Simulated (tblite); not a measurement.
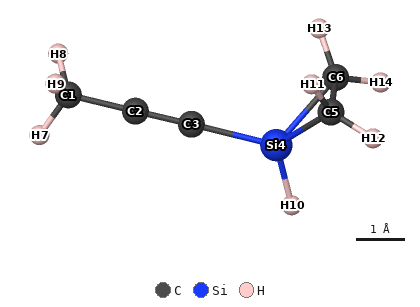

Figure 1. The structure as given in the input (ball-and-stick view, seen at a tilt; atoms are numbered from 1 in the order of the input). Bond lengths as drawn: C–C 1.21 to 1.54 Å, C–H 1.08 to 1.09 Å, C–Si 1.83 to 1.88 Å and H–Si 1.45 Å.

Molecular dynamics, with input and output: C5H8Si (part 1 of 2)

- system: C5H8Si
- method: GFN2-xTB Langevin dynamics, gas phase (tblite 0.8.0)

It belongs to a series of runs on one base structure; here: constitutional isomer.

## Input
```
{"job": {"kind": "md", "xc": "GFN2-xTB", "basis": "xTB", "temperature": 400, "steps": 2000, "every": 50}, "charge": 0, "multiplicity": 1}
C      3.252670    -0.444292     0.299951
C      1.896295    -0.266343    -0.165937
C      0.761855    -0.115968    -0.545998
Si    -0.954953     0.108654    -1.144963
C     -2.137563     1.078386    -0.045510
C     -2.349309    -0.443525    -0.005943
H      3.941520    -0.425530    -0.544726
H      3.349293    -1.400838     0.813939
H      3.517961     0.356577     0.990359
H     -1.145156     0.095673    -2.585865
H     -1.783545     1.527619     0.871993
H     -2.941863     1.655125    -0.481540
H     -2.124950    -0.925232     0.935513
H     -3.282932    -0.800779    -0.418417
```

The first line tells a small driver script what to run in tblite; the rest is the geometry in Å.

Run as:
```bash
OMP_NUM_THREADS=1 python <driver script> task.json out
```

## The program's output
```
t/fs     T/K      E/eV
    0.0   309.9   -445.80328
   25.0   178.8   -445.31744
   50.0   282.5   -445.47145
   75.0   255.4   -445.48166
  100.0   251.4   -445.37391
  125.0   280.0   -445.40054
  150.0   274.2   -445.38608
  175.0   340.3   -445.48753
  200.0   391.1   -445.35370
  225.0   440.9   -445.35991
  250.0   412.1   -445.35385
  275.0   366.8   -445.42187
  300.0   302.4   -445.46615
  325.0   404.9   -445.38834
  350.0   288.5   -445.42233
  375.0   168.0   -445.07948
  400.0   468.5   -445.27151
  425.0   355.7   -444.98276
  450.0   336.8   -445.11047
  475.0   268.9   -445.04367
  500.0   313.0   -445.37428
  525.0   268.5   -445.30428
  550.0   433.3   -445.46104
  575.0   429.5   -445.07707
  600.0   538.6   -445.15822
  625.0   332.1   -445.07202
  650.0   600.3   -445.14375
  675.0   410.1   -444.70757
  700.0   614.7   -445.09309
  725.0   430.0   -444.98601
  750.0   577.6   -445.32832
  775.0   300.4   -444.93814
  800.0   551.4   -445.28483
  825.0   273.8   -445.01167
  850.0   492.8   -445.23112
  875.0   374.0   -444.94570
  900.0   416.0   -445.17794
  925.0   459.3   -445.19042
  950.0   395.5   -445.23615
  975.0   305.3   -445.32776
 1000.0   271.7   -445.35482
```

## Trajectory as extended XYZ (Å, eV, eV/Å), 33 of the 41 frames kept, from step=0 to step=40
```
14
Properties=species:S:1:pos:R:3:forces:R:3 step=0 time_fs=0.0 energy=-445.80328 temperature=309.9
C     3.2527   -0.4443    0.3000   -0.0020   0.0006  -0.0007
C     1.8963   -0.2663   -0.1659    0.0048   0.0006   0.0029
C     0.7619   -0.1160   -0.5460   -0.0031  -0.0003  -0.0011
Si   -0.9550    0.1087   -1.1450    0.0026   0.0009   0.0033
C    -2.1376    1.0784   -0.0455   -0.0002   0.0008   0.0012
C    -2.3493   -0.4435   -0.0059   -0.0005  -0.0039   0.0022
H     3.9415   -0.4255   -0.5447   -0.0038   0.0004   0.0012
H     3.3493   -1.4008    0.8139   -0.0023   0.0023  -0.0025
H     3.5180    0.3566    0.9904   -0.0010  -0.0019  -0.0028
H    -1.1452    0.0957   -2.5859    0.0035   0.0013  -0.0027
H    -1.7835    1.5276    0.8720   -0.0005  -0.0002  -0.0019
H    -2.9419    1.6551   -0.4815    0.0040  -0.0015  -0.0010
H    -2.1250   -0.9252    0.9355   -0.0009  -0.0001   0.0020
H    -3.2829   -0.8008   -0.4184   -0.0006   0.0010  -0.0002
14
Properties=species:S:1:pos:R:3:forces:R:3 step=1 time_fs=25.0 energy=-445.31744 temperature=178.8
C     3.1845   -0.5077    0.2413   -0.1798  -2.2550   1.9445
C     1.8151   -0.3228   -0.1531   -0.8406   0.2707  -0.9383
C     0.7352    0.0911   -0.5424    2.0418  -0.8924   0.7913
Si   -0.9617    0.1429   -1.0989   -1.4322  -0.1357  -0.6461
C    -2.2009    1.0093   -0.0227   -2.3822   0.5515  -1.9845
C    -2.3901   -0.5012    0.0066    0.0208   0.0297  -1.0194
H     3.8545   -1.1332   -0.3899   -0.8773   0.4282   0.1855
H     3.1747   -0.9896    1.3109    0.0803   0.6045  -1.7024
H     3.5740    0.4492    0.3650    1.0478   1.5777   0.1258
H    -1.2039    0.2929   -2.5328    0.0972  -0.1537   0.0886
H    -1.9208    1.5175    0.8307    0.4201   0.6842   1.6575
H    -3.0868    1.5507   -0.5251    1.3855  -0.6937   0.7467
H    -2.2196   -1.0288    0.9084    0.3321  -0.2209   0.7369
H    -3.3012   -0.8796   -0.4629    0.2864   0.2048   0.0138
14
Properties=species:S:1:pos:R:3:forces:R:3 step=2 time_fs=50.0 energy=-445.47145 temperature=282.5
C     3.1370   -0.5134    0.2559   -0.4365   0.1851   1.2366
C     1.7482   -0.2510   -0.1420    0.6049   0.2153  -0.0099
C     0.6541    0.0969   -0.5258    0.0572  -0.3772   0.0453
Si   -1.0827    0.1644   -1.1451   -0.3592   0.0437   0.5741
C    -2.3374    0.9773    0.0504   -0.2933   1.3188   0.2493
C    -2.4214   -0.5466    0.0113    0.7095  -0.7356   0.3499
H     3.4681   -1.4462   -0.1750    0.1493  -0.1141  -0.4914
H     3.1835   -0.7255    1.3795   -0.0644   0.7117  -1.2646
H     3.8086    0.3292   -0.0363   -0.5521  -0.7040   0.3531
H    -1.2097   -0.0364   -2.5866   -0.0601   0.2020   0.1535
H    -1.9209    1.4350    1.0024   -0.5167  -0.7615  -1.1283
H    -3.2164    1.6143   -0.2708    0.9684  -0.9997   0.2012
H    -2.0675   -1.0484    0.9251   -0.2116   0.3032  -0.3399
H    -3.2610   -1.1203   -0.3871    0.0046   0.7124   0.0712
14
Properties=species:S:1:pos:R:3:forces:R:3 step=4 time_fs=100.0 energy=-445.37391 temperature=251.4
C     3.0948   -0.3646    0.1784    0.2491  -0.5507  -2.5941
C     1.7623   -0.0958   -0.1738   -4.8772   0.0845  -1.2665
C     0.5696   -0.0475   -0.5079    2.8856  -0.0346   0.6771
Si   -1.1490    0.1152   -1.1262    0.3096   0.5102   0.5972
C    -2.3515    0.8332    0.1581    0.5248   0.8197  -0.0013
C    -2.3996   -0.6580    0.0164   -0.5941  -1.0523   0.8925
H     3.3004   -1.3980   -0.0054    0.2293  -0.8299  -0.1005
H     3.2794   -0.1431    1.1391    0.7285   0.8448   3.4452
H     3.7087    0.2196   -0.4766    0.7070   0.4161  -0.3358
H    -1.3711    0.5459   -2.4768   -0.0650  -0.1295  -0.4014
H    -2.0357    1.2241    1.0995    0.4506   0.1172   0.4741
H    -3.2168    1.3903   -0.1448   -0.3405  -0.0013  -0.3425
H    -2.1051   -1.2479    0.9048    0.0167   0.3638  -0.6301
H    -3.3746   -0.9641   -0.3046   -0.2244  -0.5581  -0.4140
14
Properties=species:S:1:pos:R:3:forces:R:3 step=5 time_fs=125.0 energy=-445.40054 temperature=280.0
C     3.1435   -0.3643    0.0828   -0.3346   0.3131   0.7590
C     1.7146   -0.2622   -0.1614   -0.1822  -0.2415  -0.7420
C     0.5984   -0.0464   -0.5795    0.2856  -0.1652   0.2998
Si   -1.1689    0.1533   -1.0519    0.2815  -0.6074   0.0556
C    -2.3180    0.7207    0.3105    0.9239  -0.1258   1.7272
C    -2.3791   -0.8180    0.0218   -0.2676   0.6144   0.3125
H     3.6237   -1.3364   -0.1222   -0.6086   0.3290   0.4232
H     3.2852    0.0183    1.1141    0.3142  -0.6347  -0.3779
H     3.5969    0.3533   -0.5713    0.4612   0.4506  -0.4506
H    -1.3767    0.0472   -2.4824   -0.0899   0.3147  -0.1026
H    -1.8522    0.8466    1.3352   -0.4241   0.3600  -1.2604
H    -3.1219    1.4484    0.1727   -0.0097  -0.7863  -0.0319
H    -2.0125   -1.4811    0.8077   -0.0273   0.4510  -0.0573
H    -3.3531   -1.1428   -0.2715   -0.3226  -0.2721  -0.5546
14
Properties=species:S:1:pos:R:3:forces:R:3 step=6 time_fs=150.0 energy=-445.38608 temperature=274.2
C     3.1131   -0.3281    0.0559    0.6014   0.5276   1.5680
C     1.7111   -0.3297   -0.2717    0.0026   0.2282  -0.2378
C     0.5599   -0.1092   -0.5637    0.7570  -0.2023  -0.0005
Si   -1.1609    0.1008   -1.0653   -1.3590   0.2108   0.5175
C    -2.2235    0.5654    0.4513    0.3667  -1.1360  -0.5681
C    -2.3435   -0.9366    0.0415    0.1966   1.9901  -1.4914
H     3.6200   -1.3007   -0.1732   -0.5045   0.8390   0.5009
H     3.1902   -0.0119    1.2059    0.1410  -0.9162  -2.2295
H     3.6061    0.4756   -0.5321   -0.1873  -0.4797   0.3558
H    -1.5862    0.7104   -2.3420    0.2443  -0.3379   0.3045
H    -1.7686    0.8061    1.3874    0.2302  -0.1164   0.3807
H    -3.1436    1.0863    0.3266   -0.4256   0.3769  -0.1070
H    -2.0034   -1.7402    0.6194    0.2999  -0.5915   0.8274
H    -3.2699   -1.1041   -0.4739   -0.3633  -0.3926   0.1796
14
Properties=species:S:1:pos:R:3:forces:R:3 step=8 time_fs=200.0 energy=-445.35370 temperature=391.1
C     3.1903   -0.4322   -0.0339   -1.0521   1.0029  -1.9194
C     1.7686   -0.1688   -0.3443    1.8520  -0.3218  -0.2593
C     0.6542   -0.0873   -0.7806   -0.7165   0.1526   0.1667
Si   -1.1626    0.0391   -0.9245   -0.1583  -0.9474  -0.5239
C    -2.2153    0.0673    0.5995   -1.0736   1.0938   1.1579
C    -2.2635   -1.3056   -0.0646    1.3599   0.9641   0.4853
H     3.5367   -1.3008   -0.5615   -0.0471  -0.5976  -0.1273
H     3.1821   -0.5693    0.9893    0.5519  -0.3190   2.0922
H     3.8575    0.3796   -0.3507   -0.3848   0.0793   0.2648
H    -1.6085    0.2777   -2.2996   -0.0250   0.2160   0.2620
H    -1.6787    0.0080    1.5553   -0.1451   0.2500  -0.3652
H    -3.1395    0.6831    0.7578    0.7725  -0.6177  -0.3979
H    -1.9390   -2.0249    0.6636    0.2220  -0.6107  -0.3726
H    -3.1314   -1.5723   -0.5815   -1.1558  -0.3444  -0.4632
14
Properties=species:S:1:pos:R:3:forces:R:3 step=9 time_fs=225.0 energy=-445.35991 temperature=440.9
C     3.1994   -0.4512   -0.1922   -0.9763  -0.0682  -2.1320
C     1.7601   -0.1594   -0.4251    2.4211  -0.7305   0.4438
C     0.6400    0.0340   -0.7948   -1.4800  -0.1148  -0.0037
Si   -1.1890   -0.1004   -0.9247   -0.4693   0.9860   0.1016
C    -2.2847   -0.2521    0.6566    0.1668   0.1415  -0.8463
C    -2.1199   -1.5373   -0.1992   -1.0619   0.7171   0.1013
H     3.5284   -1.1511   -1.0416   -0.4343   0.5339   1.3664
H     3.3427   -0.8789    0.7906    0.2000   0.1024  -0.0883
H     3.7430    0.4696   -0.4067    0.1565  -0.0266   0.5981
H    -1.7465    0.6248   -2.0579    0.0153  -0.0144  -0.0061
H    -1.8940   -0.1672    1.6677   -0.0645  -0.2719  -0.3019
H    -3.3225    0.0689    0.5676    0.3890   0.3582   0.2986
H    -1.4710   -2.2520    0.2177    0.0742  -1.1771   0.4135
H    -3.1197   -1.8290   -0.5682    1.0634  -0.4356   0.0551
14
Properties=species:S:1:pos:R:3:forces:R:3 step=10 time_fs=250.0 energy=-445.35385 temperature=412.1
C     3.1804   -0.5102   -0.3527   -0.0519  -0.6329  -0.4503
C     1.7670   -0.2584   -0.5209   -3.3843   0.1893  -0.1446
C     0.5479   -0.0250   -0.5990    4.2522  -0.7158   0.2124
Si   -1.2244   -0.1081   -0.8718   -0.1597  -0.2759  -1.2250
C    -2.2394   -0.5317    0.5627   -0.5968  -0.4654   2.0232
C    -2.0350   -1.7779   -0.3093    0.5011   1.2889  -0.4187
H     3.6029   -0.8857   -1.3173   -0.3204   0.0341   0.6658
H     3.3490   -1.3048    0.4514   -0.0213   1.4333  -0.9014
H     3.6029    0.4855   -0.2202    0.5230  -0.3361   0.6653
H    -1.8874    0.6631   -1.8938    0.0241   0.1259  -0.2840
H    -1.7722   -0.5485    1.5497   -0.0531  -0.1960  -0.1967
H    -3.2408   -0.1710    0.6788   -0.4646   0.0558  -0.1059
H    -1.3688   -2.5298    0.0970   -0.4966  -0.0782  -0.2123
H    -2.9013   -2.0617   -0.8959    0.2484  -0.4268   0.3721
14
Properties=species:S:1:pos:R:3:forces:R:3 step=11 time_fs=275.0 energy=-445.42187 temperature=366.8
C     3.1670   -0.4507   -0.5228   -0.1729  -0.8917   1.0116
C     1.7414   -0.3335   -0.6247   -2.1938   0.2951   0.0626
C     0.5277   -0.1935   -0.5304    1.7437  -0.2120  -0.4636
Si   -1.2808   -0.1701   -0.8560    0.4470   0.1188   1.2923
C    -2.2785   -0.8250    0.6802   -0.0092   1.2416  -0.5354
C    -1.9852   -1.8194   -0.4235   -0.3831  -1.3074  -0.2648
H     3.6642   -0.4520   -1.4508    0.2851  -0.2436  -1.4621
H     3.3778   -1.4470   -0.0297    0.1210   1.3135  -0.0891
H     3.5376    0.4482   -0.0463    0.2483  -0.1999   0.8006
H    -1.6765    0.7440   -1.8679   -0.3954   0.4011  -0.4056
H    -1.8229   -0.9624    1.6310    0.6351  -0.2274   0.4127
H    -3.2795   -0.4395    0.8788    0.0021  -0.3858  -0.5703
H    -1.2332   -2.5780   -0.1829   -0.4847   0.0875   0.0403
H    -2.8369   -2.2441   -0.9536    0.1568   0.0104   0.1709
14
Properties=species:S:1:pos:R:3:forces:R:3 step=12 time_fs=300.0 energy=-445.46615 temperature=302.4
C     3.1786   -0.3880   -0.6219   -1.0238  -0.8471  -0.6865
C     1.7261   -0.3159   -0.6682    3.6511  -0.0565   0.1947
C     0.5577   -0.2801   -0.7758   -4.9305   0.3239   0.0303
Si   -1.3385   -0.1973   -0.7106    1.2193  -0.9917  -0.8074
C    -2.2881   -0.9648    0.6854   -0.3639  -0.1531   0.2833
C    -2.0380   -2.0016   -0.4492   -0.8475   2.0636  -0.0719
H     3.5751   -0.2266   -1.6039    0.1986   0.1339  -0.7197
H     3.4435   -1.4018   -0.3401    0.2563   0.0477   0.4055
H     3.5487    0.3746    0.0012    0.5466   0.5973   1.0212
H    -1.9325    0.7642   -1.6382    0.0490  -0.1138   0.1361
H    -1.8348   -1.1194    1.6460    0.1918  -0.1957   0.2332
H    -3.3350   -0.6625    0.8150    0.3996  -0.2050  -0.0872
H    -1.4252   -2.8483   -0.2973    0.5188  -0.4366   0.3684
H    -2.9889   -2.2586   -0.8963    0.1345  -0.1668  -0.2999
14
Properties=species:S:1:pos:R:3:forces:R:3 step=14 time_fs=350.0 energy=-445.42233 temperature=288.5
C     3.2094   -0.3519   -0.7214   -0.3737   1.1153   1.0172
C     1.7411   -0.2612   -0.8255   -0.7540  -0.4542   0.3947
C     0.5172   -0.3120   -0.8282    2.0644   0.0375   0.2417
Si   -1.2882   -0.3754   -0.5795   -0.7478  -0.8170   0.2168
C    -2.1461   -1.3125    0.8404   -1.1794   0.8466   0.6630
C    -2.1222   -2.1287   -0.4174    1.3151  -0.0789  -0.9452
H     3.6677    0.1016   -1.6043    0.0089  -0.0976   0.1911
H     3.5311   -1.3862   -0.6130   -0.1288   0.0324  -0.1047
H     3.5702    0.2183    0.2236   -0.6271  -0.7745  -1.4715
H    -1.9571    0.8036   -1.1232   -0.0612  -0.1791  -0.0173
H    -1.7002   -1.6262    1.7884   -0.0120  -0.1188  -0.5547
H    -3.2176   -1.0472    0.9828    0.8783   0.3035   0.4647
H    -1.4857   -3.0297   -0.4305   -0.4654   0.5148  -0.1246
H    -3.0834   -2.2497   -0.8959    0.0826  -0.3299   0.0288
14
Properties=species:S:1:pos:R:3:forces:R:3 step=15 time_fs=375.0 energy=-445.07948 temperature=168.0
C     3.1902   -0.4160   -0.7746   -1.3657   0.2293   1.6143
C     1.6976   -0.2932   -0.9661    3.5770  -0.8682   0.4482
C     0.5347   -0.3342   -0.7001   -0.5150  -0.1437  -0.0033
Si   -1.2573   -0.4669   -0.5788   -0.4529   1.1047   0.2511
C    -1.9906   -1.3206    0.9440   -2.1574   0.3656  -1.4366
C    -2.1485   -2.0589   -0.4680    1.1125  -0.3031   1.4724
H     3.7670   -0.0371   -1.5744    0.2942   0.7882  -0.7813
H     3.5915   -1.4332   -0.6080   -0.8896   0.2062  -0.0620
H     3.3786    0.1504    0.1915    0.0624  -0.4319  -1.1612
H    -1.8387    0.6784   -1.2202   -0.4038   0.3330  -0.1186
H    -1.3148   -1.8214    1.5819    0.3287  -0.4012   0.6232
H    -2.9863   -1.1243    1.3961    1.0190   0.2891  -0.1192
H    -1.5172   -2.8963   -0.3211    0.3016  -1.0888  -0.7830
H    -3.0548   -2.2700   -0.9614   -0.9111  -0.0793   0.0561
14
Properties=species:S:1:pos:R:3:forces:R:3 step=16 time_fs=400.0 energy=-445.27151 temperature=468.5
C     3.2789   -0.3771   -0.8492   -1.2658  -0.3791  -0.5570
C     1.7914   -0.3630   -0.7652    1.4624  -0.0576  -0.6222
C     0.5838   -0.3413   -0.7557    1.3433  -0.0651  -0.1486
Si   -1.1920   -0.4246   -0.5683   -1.7315  -1.5331   0.3943
C    -1.8499   -1.4386    0.9023   -0.4090   1.2199  -0.4324
C    -2.2035   -2.1132   -0.4259    0.2261   0.6919  -0.0024
H     3.7298    0.1617   -1.6867   -0.5474   0.4103   0.2691
H     3.6951   -1.3620   -0.9388   -0.3623  -1.0057  -0.2870
H     3.6422   -0.0834    0.0923    0.5319   1.0685   1.1100
H    -2.0657    0.6612   -0.9580    0.0867   0.1968  -0.1696
H    -1.1642   -1.8072    1.6494   -0.2728  -0.4542  -0.2164
H    -2.7306   -0.9456    1.2966    0.1248  -0.2538   0.6529
H    -1.9007   -3.1521   -0.5647    0.1561   0.5076  -0.1657
H    -3.2653   -1.9545   -0.6929    0.6576  -0.3465   0.1749
14
Properties=species:S:1:pos:R:3:forces:R:3 step=18 time_fs=450.0 energy=-445.11047 temperature=336.8
C     3.2286   -0.3235   -0.7591    2.5857  -0.6099   0.5838
C     1.8429   -0.2603   -0.6799    3.1138  -0.3008   0.0884
C     0.6876   -0.3983   -0.6330   -3.9473  -0.2664  -0.2359
Si   -1.0979   -0.3980   -0.5268   -0.5922   1.7888  -0.5091
C    -1.5343   -1.3098    0.9989    0.7077  -2.0959   0.1892
C    -1.9593   -2.0069   -0.3677   -2.5428   0.8449   1.4643
H     3.5029    0.3883   -1.4909    0.7713   1.2704  -0.4507
H     3.6656   -1.2457   -1.1583   -0.6037  -0.3795   0.0859
H     3.7442   -0.1947    0.2190   -0.4142   0.3693  -0.5652
H    -1.9120    0.8095   -0.7361    0.2445  -0.1872  -0.1875
H    -0.8075   -1.9511    1.5182   -0.0477   0.5436  -0.1893
H    -2.2419   -0.9725    1.7099   -0.9248   0.0508   0.1412
H    -1.5606   -2.9456   -0.5902    0.6448  -1.0361  -0.1387
H    -3.0760   -2.0221   -0.4485    1.0049   0.0081  -0.2763
14
Properties=species:S:1:pos:R:3:forces:R:3 step=19 time_fs=475.0 energy=-445.04367 temperature=268.9
C     3.4315   -0.3296   -0.6710    1.8318  -1.2939   0.4109
C     1.9935   -0.2605   -0.7928   -0.8409  -0.5237   0.3048
C     0.7839   -0.3446   -0.6773   -1.0749   0.3452  -0.0936
Si   -1.1825   -0.3075   -0.4861    2.1357  -1.3139   0.6185
C    -1.5587   -1.3552    1.0708    1.2362  -1.0530   0.7477
C    -1.8347   -2.1167   -0.2051    0.7409   1.7223  -0.7965
H     3.9828    0.4207   -1.2348   -0.4011   0.4700   0.0895
H     3.9670   -1.2982   -1.0627   -1.5192   1.1588   0.6841
H     3.7296   -0.2487    0.4251   -0.4182  -0.0171  -1.2239
H    -1.9551    0.8436   -0.9290    0.0883  -0.1537   0.0782
H    -0.8480   -1.9318    1.7167   -0.0414   1.1034  -0.5556
H    -2.4323   -1.2351    1.6666   -0.6570   0.5306   0.2519
H    -1.1914   -2.9085   -0.5070    0.2109  -0.4729   0.0703
H    -2.8555   -2.2868   -0.3362   -1.2910  -0.5020  -0.5862
14
Properties=species:S:1:pos:R:3:forces:R:3 step=20 time_fs=500.0 energy=-445.37428 temperature=313.0
C     3.3444   -0.3321   -0.6630    1.0412  -1.7843  -0.9745
C     1.9033   -0.2823   -0.7011   -0.9016   0.2281  -0.0873
C     0.6813   -0.2563   -0.6949    3.6056   0.0830  -0.1561
Si   -1.0477   -0.3331   -0.3487   -1.8014   0.0363   0.2401
C    -1.7021   -1.2950    1.1177    0.9815  -0.7456   0.1253
C    -1.7633   -2.0615   -0.2461    1.1418   0.0897   0.5616
H     3.9400    0.2651   -1.3518   -0.6960   0.6308  -0.1730
H     3.7301   -1.3694   -0.9478   -0.8081   0.7430   0.4468
H     3.7321   -0.1479    0.3164   -0.0472   0.2243   0.7549
H    -1.8545    0.7479   -0.7991   -0.3872   0.5743  -0.3008
H    -0.9515   -1.6839    1.8176   -0.2445  -0.0081  -0.2991
H    -2.5818   -1.0488    1.6834   -0.3960  -0.0165  -0.3449
H    -0.9706   -2.8359   -0.3797   -1.1641   0.3628   0.2518
H    -2.7238   -2.2631   -0.6576   -0.3240  -0.4175  -0.0448
```
